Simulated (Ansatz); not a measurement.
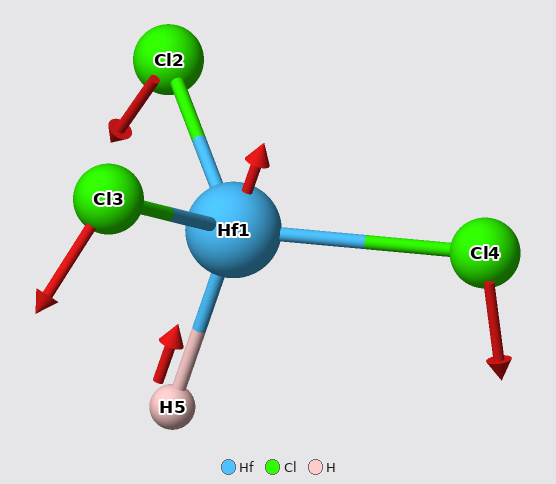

The arrows show one normal mode. The species is neutral and a spin singlet. Harmonic vibrations computed with RKS PBE0-D4/def2-TZVP, core potentials on Hf (Ansatz 0.2.0) at a stationary point of the same level.

Q: What kind of motion is it?

A: Mostly angle bending.

Q: Estimate its harmonic wavenumber.

A: 87 cm⁻¹; it is mode 1 of 9 counted from the lowest.
